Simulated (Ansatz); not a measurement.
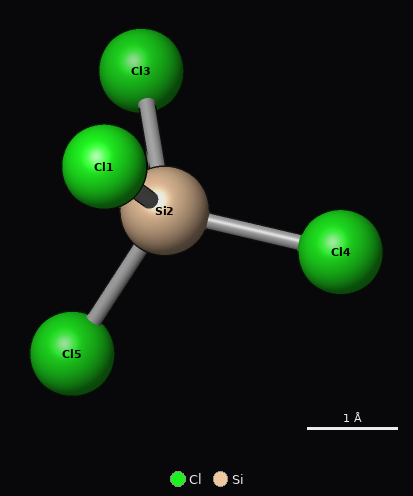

*The starting structure (ball-and-stick view, seen at a tilt; atoms are numbered from 1 in the order of the input).*

Bond lengths as drawn: Cl–Si 2.02 Å.

# Geometry relaxation, with input and output: SiCl$_{4}$

System: SiCl$_{4}$.
Method: RKS PBE0-D4/def2-TZVP (Ansatz 0.2.0).

Figures and captions count atoms from 1; the log counts them from 0 in places.

What the program printed
```
Functional definition: PBE0
  name "PBE0"
  cite "Adamo & Barone, J. Chem. Phys. 110, 6158 (1999) doi:10.1063/1.478522"
  cite "Perdew, Burke & Ernzerhof, Phys. Rev. Lett. 77, 3865 (1996) doi:10.1103/PhysRevLett.77.3865"
  parent pbe
  parameter a = 0.25
  parameter kappa = 0.804
  parameter beta = 0.06672455060314922
  exchange = (1 - a)*pbe_x(kappa = kappa, mu = beta*pi^2/3) + a*exact_x
  correlation = pbe_c(beta = beta)
1340 factors; their error is unknown
mean field evaluation 1: about -57955.3752 eV, gradient 1.7e1 eV
mean field evaluation 2: about -57955.6170 eV, gradient 1.5e1 eV
mean field evaluation 4: about -57955.9757 eV, gradient 9.8e-1 eV
mean field evaluation 8: about -57956.1583 eV, gradient 8.8e-3 eV
mean field -57956.15830344 eV, -2129.8495335562 hartree, gradient 1.3e-5 eV, S^2 0.000000; 0 other end points of the search recorded, 0 dependent functions left out
the calculation of the forces begins
reference -57956.15833135 eV, -2129.8495345819 hartree; 41, 41 occupied and 144, 144 virtual orbitals, 1340 factors
relax step   1: F+E_penalty+E_count = -57956.38994898 eV  Δ(F+E_penalty+E_count) = +0.000e0 eV  max|allowed force component| = 5.487e-2 eV/Å  Δτ_max = 0.0000 Å  (25 SCF iters, accepted)
these checks for a lower state are left out or cut short: starts, cluster_reference, orbital_swaps, neighbouring_geometries, increment
1340 factors; their error is unknown
mean field evaluation 16: about -57955.9784 eV, gradient 1.3e-4 eV
mean field -57956.15834030 eV, -2129.8495349108 hartree, gradient 5.5e-5 eV, S^2 0.000000; 0 other end points of the search recorded, 0 dependent functions left out
the calculation of the forces begins
reference -57956.15836820 eV, -2129.8495359364 hartree; 41, 41 occupied and 144, 144 virtual orbitals, 1340 factors
relax step   2: F+E_penalty+E_count = -57956.39000245 eV  Δ(F+E_penalty+E_count) = -5.347e-5 eV  max|allowed force component| = 6.151e-3 eV/Å  Δτ_max = 0.0026 Å  (28 SCF iters, accepted)
these checks for a lower state are left out or cut short: starts, cluster_reference, orbital_swaps, neighbouring_geometries, increment
1340 factors; their error is unknown
mean field -57956.15835091 eV, -2129.8495353009 hartree, gradient 3.2e-5 eV, S^2 0.000000; 0 other end points of the search recorded, 0 dependent functions left out
the calculation of the forces begins
reference -57956.15837882 eV, -2129.8495363266 hartree; 41, 41 occupied and 144, 144 virtual orbitals, 1340 factors
relax step   3: F+E_penalty+E_count = -57956.39000957 eV  Δ(F+E_penalty+E_count) = -7.116e-6 eV  max|allowed force component| = 2.536e-4 eV/Å  Δτ_max = 0.0008 Å  (20 SCF iters, accepted)
1340 factors; their error is unknown
mean field evaluation 32: about -57955.9784 eV, gradient 9.3e-2 eV
```

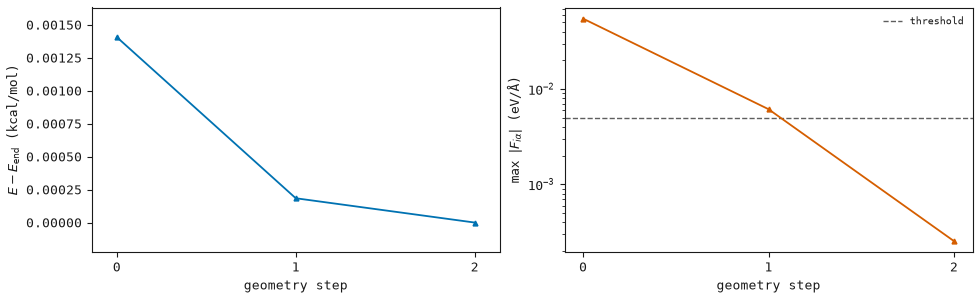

*Progress of the relaxation, step by step (the first geometry is step 0 here and step 1 in the log).*

No atom moves by more than 0.005 Å after the best rigid fit. After 2 geometry steps the energy has fallen by next to nothing (0.0 kcal/mol). The largest force component goes from 0.055 to 0.00025 eV/Å.

```
mean field -57956.15835091 eV, -2129.8495353009 hartree, gradient 3.2e-5 eV, S^2 0.000000; 1 other end points of the search recorded, 0 dependent functions left out
the calculation of the forces begins
reference -57956.15837882 eV, -2129.8495363266 hartree; 41, 41 occupied and 144, 144 virtual orbitals, 1340 factors
Total energy: -57956.39003748 eV, -2129.8580496253 hartree
Atom 0 at    -0.084560     0.022107    -0.568697 Å, force    -0.000041     0.000004    -0.000254 eV/Å
Atom 1 at    -0.406136     0.054201    -2.564184 Å, force    -0.000007     0.000001    -0.000043 eV/Å
Atom 2 at    -0.202862    -1.813794    -3.309613 Å, force    -0.000000     0.000095     0.000103 eV/Å
Atom 3 at    -2.275737     0.727779    -2.934690 Å, force     0.000108    -0.000036     0.000084 eV/Å
Atom 4 at     0.938612     1.280716    -3.443793 Å, force    -0.000060    -0.000065     0.000110 eV/Å
Dipole moment:     0.000002    -0.000000     0.000011 e Å
```

Trajectory as extended XYZ (Å, eV, eV/Å), 3 frames, from step=1 to step=3
```
5
Properties=species:S:1:pos:R:3:forces:R:3 step=1 energy=-57956.38995
Cl   -0.0846    0.0221   -0.5687   -0.0054   0.0005  -0.0332
Si   -0.4065    0.0542   -2.5662    0.0088  -0.0008   0.0549
Cl   -0.2027   -1.8143   -3.3090   -0.0005  -0.0036  -0.0074
Cl   -2.2761    0.7279   -2.9340   -0.0047   0.0014  -0.0066
Cl    0.9391    1.2810   -3.4432    0.0017   0.0025  -0.0076
5
Properties=species:S:1:pos:R:3:forces:R:3 step=2 energy=-57956.39000
Cl   -0.0844    0.0221   -0.5679   -0.0010   0.0001  -0.0062
Si   -0.4060    0.0542   -2.5636    0.0000   0.0000  -0.0003
Cl   -0.2030   -1.8133   -3.3100    0.0010  -0.0042   0.0019
Cl   -2.2754    0.7276   -2.9352   -0.0035   0.0014   0.0028
Cl    0.9382    1.2804   -3.4442    0.0035   0.0026   0.0017
5
Properties=species:S:1:pos:R:3:forces:R:3 step=3 energy=-57956.39001
Cl   -0.0846    0.0221   -0.5687    0.0000   0.0000  -0.0003
Si   -0.4061    0.0542   -2.5642    0.0000   0.0000   0.0000
Cl   -0.2029   -1.8138   -3.3096    0.0000   0.0001   0.0001
Cl   -2.2757    0.7278   -2.9347    0.0001   0.0000   0.0001
Cl    0.9386    1.2807   -3.4438   -0.0001  -0.0001   0.0001
```

This output came from the following input.

Input
```yaml
crystal:
  periodic: [false, false, false]
  atoms:
    - {symbol: Cl, position_ang: [-0.084559, 0.022115, -0.568680]}
    - {symbol: Si, position_ang: [-0.406454, 0.054229, -2.566161]}
    - {symbol: Cl, position_ang: [-0.202683, -1.814258, -3.308986]}
    - {symbol: Cl, position_ang: [-2.276056, 0.727926, -2.933962]}
    - {symbol: Cl, position_ang: [0.939069, 1.280997, -3.443188]}
basis:
  gaussian: {orbitals: def2-TZVP}
hamiltonian: {xc: pbe0, dispersion: d4}
relax: {f_tol: 0.005, max_steps: 200}
```

Command:
```bash
ansatz run in.yaml --threads 4 --pin off --events-out ev --progress --plain --max-ram 66560MiB --backend cuda --devices 0, --max-vram 37GiB
```

Key numbers

| quantity | value |
| --- | --- |
| outcome | converged |
| total energy | −57956.3900 eV |
| mean-field energy | −57956.1584 eV |
| dispersion energy | −0.2317 eV |
| SCF solution under orbital rotations | stable |
| largest force (length of the vector) at the end | under 0.001 eV/Å |
| dipole moment | 0.00 D |
| hardware | 4 CPU threads, shared host |
| wall time | 6.5 s (CPU time 7 s) |
| peak memory | 0.87 GiB |
